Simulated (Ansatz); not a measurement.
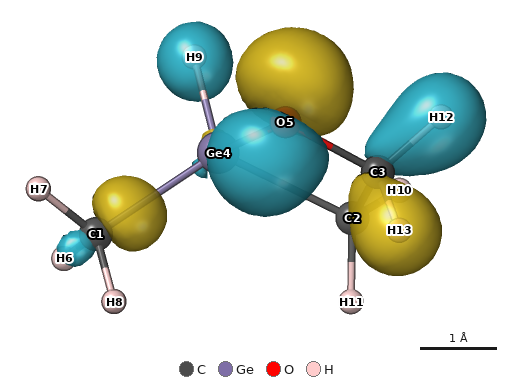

Figure. C₃H₈GeO. The HOMO at ±0.15 Å⁻³ᐟ² (yellow and cyan are the two phases), seen at an oblique angle.

Geometry: B3LYP/def2-SVP.

Level of theory: isolated molecule in a Gaussian basis; Kohn-Sham density functional theory, functional PBE0 in Ansatz.

```yaml
atoms:
  - { symbol: C, position_ang: [-2.5977, -1.9324, 2.0025] }
  - { symbol: C, position_ang: [-0.5395, 0.3300, 0.4570] }
  - { symbol: C, position_ang: [0.7371, -0.5523, 0.5206] }
  - { symbol: Ge, position_ang: [-1.1049, -0.6678, 2.0751] }
  - { symbol: O, position_ang: [0.5039, -1.4235, 1.6415] }
  - { symbol: H, position_ang: [-3.5540, -1.4044, 2.1439] }
  - { symbol: H, position_ang: [-2.4933, -2.6802, 2.8038] }
  - { symbol: H, position_ang: [-2.6111, -2.4505, 1.0327] }
  - { symbol: H, position_ang: [-1.0647, 0.0665, 3.4399] }
  - { symbol: H, position_ang: [-0.3678, 1.4087, 0.5808] }
  - { symbol: H, position_ang: [-1.1658, 0.1657, -0.4322] }
  - { symbol: H, position_ang: [1.6511, 0.0498, 0.6826] }
  - { symbol: H, position_ang: [0.8922, -1.1455, -0.4000] }
```

Where does this orbital lie, and at what energy?

Answer. Its weight (Hirshfeld) is mainly on O5 (about 55 %), C3 (about 10 %), Ge4 (about 5 %) and H12 (about 5 %). Its energy is −7.25 eV.
